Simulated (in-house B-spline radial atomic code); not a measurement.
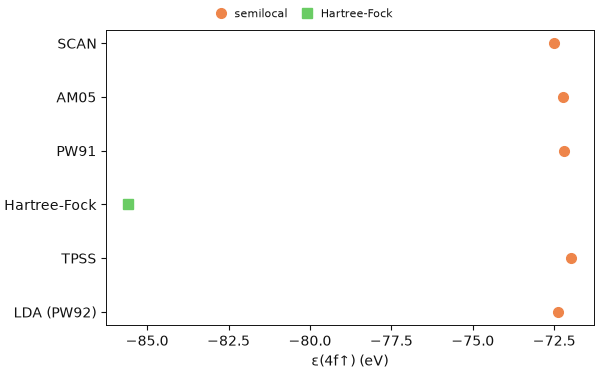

The gadolinium ion Gd⁵⁺ in the configuration [Kr] 4d10 4f6 5s2 5p5 (high spin). All runs are scalar-relativistic, spin-polarised and spherical, computed with an in-house B-spline radial code (spin-free X2C). Hartree-Fock is the average over the configuration. The plot shows the eigenvalue (eV) of the 4f up orbital by 6 methods.

Question: How much do the methods differ, and in which order?

Answer: The deepest is Hartree-Fock (−85.6) and the shallowest TPSS (−72.0), a spread of 13.6 eV. In order (eV): Hartree-Fock (−85.6), SCAN (−72.5), LDA (PW92) (−72.4), AM05 (−72.2), PW91 (−72.2), TPSS (−72.0). On the whole, exact exchange removes self-interaction and deepens occupied levels.
